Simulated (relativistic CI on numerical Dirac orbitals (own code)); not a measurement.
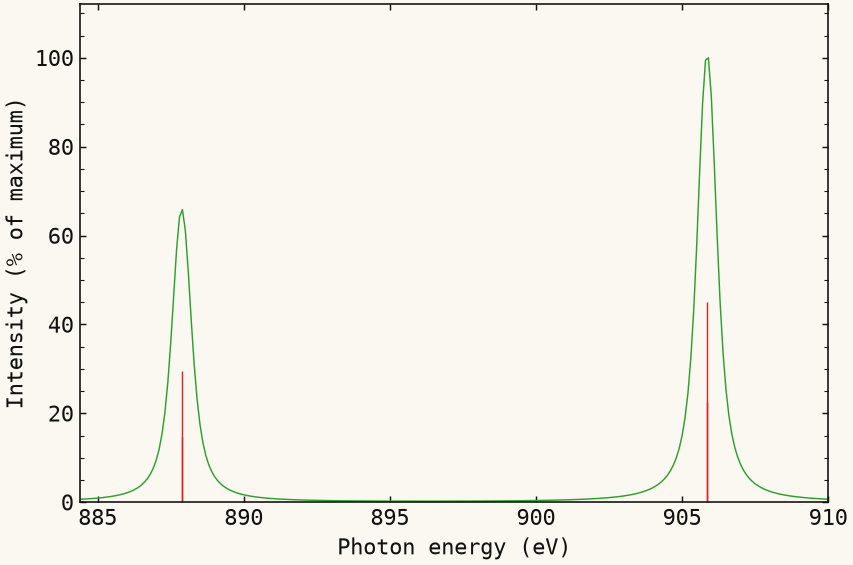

Computed core-level spectrum (absorption) of an ion of charge +4 in a field of D3h symmetry with B20 = 450, B40 = −780, B60 = 80, B66 = 630 cm⁻¹ (Wybourne parameters). Sticks are the strongest transitions, on a scale of their own. Multiplet model: relativistic Dirac–Coulomb–Breit theory, one configuration a step, Slater integrals scaled by 0.8, 80 K, Voigt broadening (Lorentzian 0.6 eV, Gaussian 0.4 eV full widths), computed with a radial Dirac CI code.

Question: Which element and which edge or line is it?

Answer: M₄,₅ X-ray absorption of Ce V (Ce⁴⁺), initial configuration [Xe]. The main maxima lie at 887.9 eV (66) and 905.9 eV (100), heights in % of the largest; the centroid is at 898.7 eV. The lower edge holds 0.40 of the intensity (branching ratio, edges parted at 897 eV), and the core spin-orbit splitting of the orbitals is 19.3 eV. The ground state has S = 0.00.

Known limits: free-ion energies, so absolute edge positions are off by a few eV from solids.
